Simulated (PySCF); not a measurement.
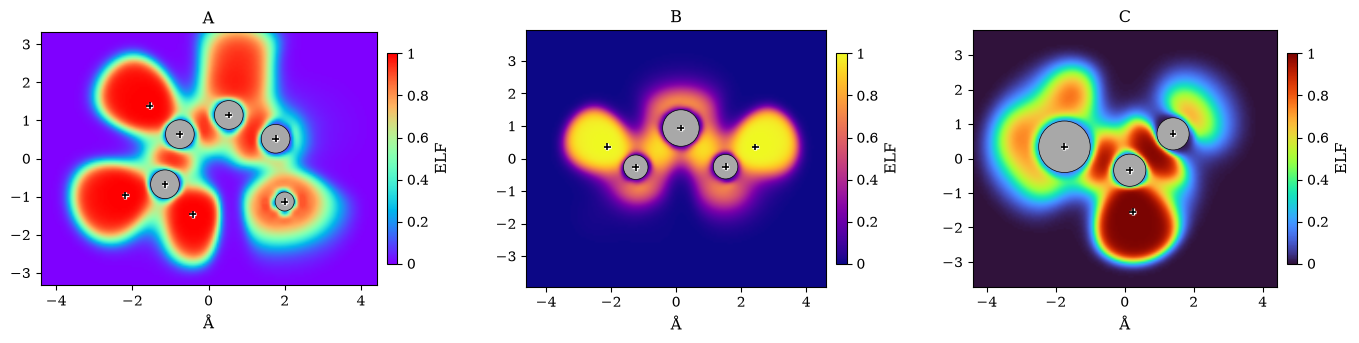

The electron localisation function of 3 systems, each on a plane through atoms (crosses mark nuclei in the plane; grey discs cover the cores).

These are results of DFT single point, gas phase, functional B3LYP in PySCF 2.14.0, density-fitted response routines, not measurements.

System 1: C3H8OS, the plane of atoms C2, S3 and C4. Geometry: PBE0-D3(BJ)/def2-SVP.

```yaml
atoms:
  - { symbol: C, position_ang: [1.4650, -0.1842, 0.4661] }
  - { symbol: C, position_ang: [0.7780, 0.2185, -0.8192] }
  - { symbol: S, position_ang: [-0.8423, 1.0304, -0.5101] }
  - { symbol: C, position_ang: [-1.7593, -0.4304, 0.0579] }
  - { symbol: O, position_ang: [-0.6482, 1.8943, 0.7055] }
  - { symbol: H, position_ang: [1.3888, 0.6446, 1.1869] }
  - { symbol: H, position_ang: [1.0098, -1.0777, 0.9181] }
  - { symbol: H, position_ang: [2.5279, -0.4032, 0.2877] }
  - { symbol: H, position_ang: [1.3488, 0.9979, -1.3479] }
  - { symbol: H, position_ang: [0.6076, -0.6095, -1.5258] }
  - { symbol: H, position_ang: [-1.8451, -1.1708, -0.7503] }
  - { symbol: H, position_ang: [-1.2629, -0.8514, 0.9427] }
  - { symbol: H, position_ang: [-2.7551, -0.0630, 0.3396] }
```

System 2: AsB2H5, the plane of atoms B1, B2 and As3. Geometry: PBE0-D3(BJ)/def2-SVP.

```yaml
atoms:
  - { symbol: B, position_ang: [-1.4203, 0.3956, 0.2564] }
  - { symbol: B, position_ang: [-0.1931, -0.6800, 0.0929] }
  - { symbol: As, position_ang: [1.6969, -0.1295, 0.5061] }
  - { symbol: H, position_ang: [-1.8657, 0.9726, -0.7131] }
  - { symbol: H, position_ang: [-1.8973, 0.6973, 1.3293] }
  - { symbol: H, position_ang: [-0.3162, -1.8534, -0.1765] }
  - { symbol: H, position_ang: [2.3433, -0.6992, -0.7444] }
  - { symbol: H, position_ang: [1.6723, 1.3140, 0.0313] }
```

System 3: C4H3F2···F (SMILES [CH2]C=C=C(F)F.[F-]) (charge −1, doublet), the plane of atoms C2, C3 and C4. Geometry: GFN2-xTB.

```
atom    x (Å)    y (Å)    z (Å)
   C   1.5444  -0.2678   0.5750
   C   1.0334   0.1334  -0.6338
   C  -0.2895   0.3158  -0.9778
   C  -1.4535   0.1623  -0.2554
   F  -1.5372  -0.3228   1.3344
   F  -2.3224  -0.7716  -0.7405
   F  -2.1989   1.2955  -0.1036
   H   0.8941  -0.4862   1.4021
   H   2.6080  -0.3767   0.7375
   H   1.7572   0.3367  -1.4280
```

**Match each panel to its system.**

Panel A is system 3, C4H3F2···F: the plane holds C, F and H. C4···F5 (1.66 Å): the ELF peaks at about 0.80 between the atoms. Panel B is system 1, C3H8OS: the plane holds C, S and H. C–S (1.82 Å): the ELF peaks at about 0.95 between the atoms: localised, covalent bonding. Panel C is system 2, AsB2H5: the plane holds B, As and H. B–B (1.64 Å): the ELF peaks at about 1 between the atoms (a shared electron pair).
